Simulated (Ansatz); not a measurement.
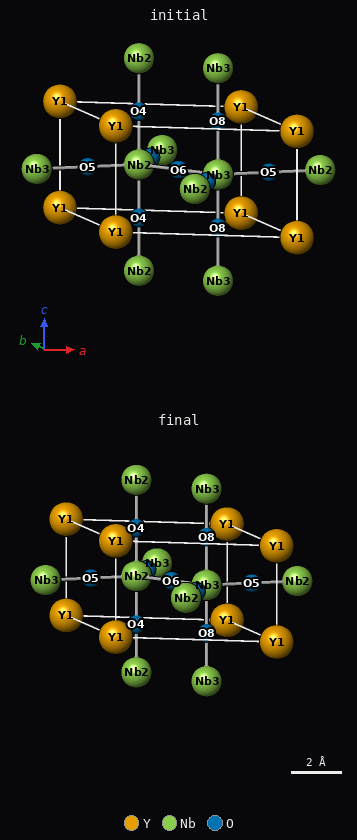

The structure of crystalline YNb2O5 (a generated structure, set up in P6/mmm) (coarse preliminary run) before (top) and after (bottom) a relaxation, at one scale.

The picture is a ball-and-stick view of the cell of the calculation, seen slightly off an axis.

Method: DFT PBE, scalar-relativistic, plane waves, PAW in Ansatz.

Input file:
```yaml
crystal:
  lattice:
    - [7.48047714, 0.0, 0.0]
    - [-3.74023857, 6.47828324, 0.0]
    - [0.0, 0.0, 4.32239026]
  atoms:
    - { symbol: "Y", position: [0.0, 0.0, 0.0] }
    - { symbol: Nb, position: [0.33333333, 0.66666667, 0.5] }
    - { symbol: Nb, position: [0.66666667, 0.33333333, 0.5] }
    - { symbol: O, position: [0.33333333, 0.66666667, 0.0] }
    - { symbol: O, position: [0.0, 0.5, 0.5] }
    - { symbol: O, position: [0.5, 0.5, 0.5] }
    - { symbol: O, position: [0.5, 0.0, 0.5] }
    - { symbol: O, position: [0.66666667, 0.33333333, 0.0] }
basis:
  ecutwfc: 420
kpoints:
  mp_grid: { grid: [3, 3, 4] }
hamiltonian:
  xc: pbe
scf:
  occupations: { method: gaussian, width: 0.1 }
  lower_state_search: "off"
output:
  forces: true
  stress: true
  eigenvalues: true
  populations: true
magnetization:
  spin_polarized: true
relax:
  adjacent_minimum: "off"
  f_tol: 0.04
  max_steps: 70
  cell: { stress_tol: 0.4 }
```

Run as
```bash
ansatz run input.yaml --threads 1 --pin off --max-ram 2560MiB --backend cpu --events-out ev --progress --plain --runs-dir out
```

Summarise the run.

After 5 accepted moves (7 points after the start) the energy has fallen by 662 meV per atom. All forces vanish by symmetry, so only the cell relaxes. Pressure: −21.01 GPa at the start and 0.03 GPa at the end. At 2 points the geometry stayed and the basis and grid were re-selected for the new cell (energy shift of 3.4 meV per atom at most each time). The atoms keep their places relative to the cell (all moves are under 0.005 Å). Cell: a = b 7.480 → 6.640 Å (−11.2 %), c 4.322 → 3.915 Å (−9.4 %). Volume −28.6 %. Near-neighbour distances that change, for instance: Nb2–O5 2.159 → 1.917 Å, Nb2–O4 2.161 → 1.958 Å. The space group stays P6/mmm (No. 191). Cost: 110 s on 1 thread of Intel(R) Xeon(R) Processor @ 2.70GHz, on a shared host, peak memory 0.61 GiB.
